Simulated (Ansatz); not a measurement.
Consider AlRu₅.

Input

```
crystal:
  lattice:
    - [2.8055315946, 0.0, 0.0]
    - [-1.4027657973, 2.429661632, 0.0]
    - [0.0, 0.0, 12.9099937756]
  atoms:
    - { symbol: Al, position: [0.0, 0.0, 0.0] }
    - { symbol: Ru, position: [0.3333333333, 0.6666666667, 0.1658263563] }
    - { symbol: Ru, position: [0.0, 0.0, 0.332634929] }
    - { symbol: Ru, position: [0.3333333333, 0.6666666667, 0.5] }
    - { symbol: Ru, position: [0.3333333333, 0.6666666667, 0.8341736437] }
    - { symbol: Ru, position: [0.0, 0.0, 0.667365071] }
basis:
  ecutwfc: 420
kpoints:
  mp_grid: { grid: [12, 12, 4] }
hamiltonian:
  xc: pbe
scf:
  occupations: { method: gaussian, width: 0.1 }
output:
  forces: true
  stress: true
  eigenvalues: true
  write_density: true
  write_potential: true
  elf: true
  volumetric_format: npy
relax:
  adjacent_minimum: "off"
  f_tol: 0.01
  max_steps: 30
  cell: { stress_tol: 0.1, fix: [volume] }
```

Command:

```sh
ansatz run input.yaml --threads 1 --pin off --max-ram 2560MiB --backend cpu --events-out ev --progress --plain --runs-dir out
```

Below, planes, directions and counts refer to the conventional cell (a = 2.81 Å, b = 2.81 Å, c = 12.90 Å, α = 90.00°, β = 90.00°, γ = 120.00°).

The fields are those of the relaxed geometry.

Space group P-6m2; a generated structure, not necessarily the stable one; changed on purpose from its base cell (volume × 1.06, shape and atoms relaxed); computed pressure about −13 GPa in this cell; computed without spin polarisation.

The calculation used DFT PBE, scalar-relativistic, plane waves, PAW (Ansatz).

> What will maps of the valence pseudo-density and electron localisation function show?

Al–Al (2.81 Å): the density is about 0.2 e/Å³ at the midpoint; the ELF reaches about 0.50 near the midpoint.
Ru–Ru (2.81 Å): the density is about 0.32 e/Å³ at the midpoint; the ELF is about 0.30 at the midpoint.

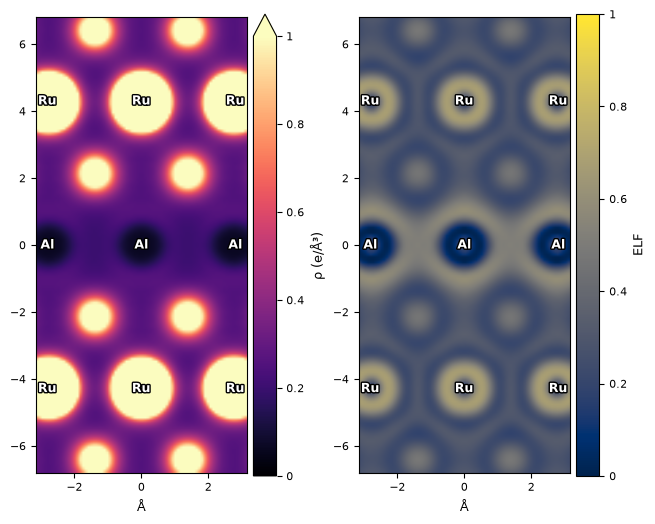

Computed valence pseudo-density and electron localisation function on the (100) plane of the conventional cell, in this order. Atoms just off the plane (Ru, 0.8 Å away) can leave unmarked features too.

In a PAW calculation such maps are meaningful between the atoms, not at the nuclei.
